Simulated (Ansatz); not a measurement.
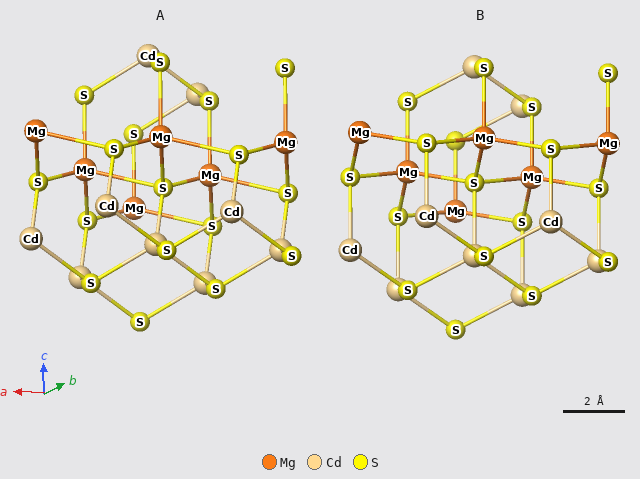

Two geometries of crystalline MgCd₂S₃ (a generated structure, set up in P1) (coarse preliminary run), drawn at one scale. One is the start of a relaxation, the other its converged end. A ball-and-stick model of the atoms within 5.8 Å of the atom that moves most (axes of the cell of the calculation), seen from a free direction.

Method: Ansatz, DFT PBE, scalar-relativistic, plane waves, PAW. Settings: plane-wave cutoff 420 eV; k-point mesh 6 × 6 × 1; occupations gaussian; smearing width 0.1 eV; no spin polarisation; cell and atoms relaxed; force threshold 0.025 eV/Å; at most 60 steps.

> Which one is relaxed?

Structure B is the relaxed one. The largest move relative to the cell is that of an S atom, 0.45 Å in a general direction near [2 1 0]. By element the largest moves are S 0.45 Å, Cd 0.31 Å, Mg 0.17 Å. The drawn cell changes as follows: a 4.173 → 4.147 Å (−0.6 %), b 4.036 → 4.147 Å (+2.8 %), c 20.501 → 20.181 Å (−1.6 %), α 89.6° → 90.0°, γ 120.7° → 120.0°; the volume changes by +1.2 %. Near-neighbour distances that change, for instance: Cd–S 2.166 → 2.567 Å, Mg–S 2.823 → 2.499 Å, Mg–S 2.188 → 2.499 Å, Cd–S 2.697 → 2.553 Å. Among the angles between lasting bonds that change: Mg–S–Cd 124.7° → 106.7°, S–Mg–S 95.6° → 112.2°, Mg–S–Mg 95.6° → 112.2°. The space group (tolerance 0.01 Å) goes from P1 (No. 1) to P3m1 (No. 156). Over 5 accepted moves (6 points after the start) the energy falls by 205 meV per atom. The largest force component goes from 4.4 to 0.017 eV/Å. The pressure goes from 3.76 to 0.00 GPa. The SCF was repeated once at an unchanged geometry on a basis and grid sized afresh for the cell, which shifted the energy by less than 0.05 meV per atom at most.
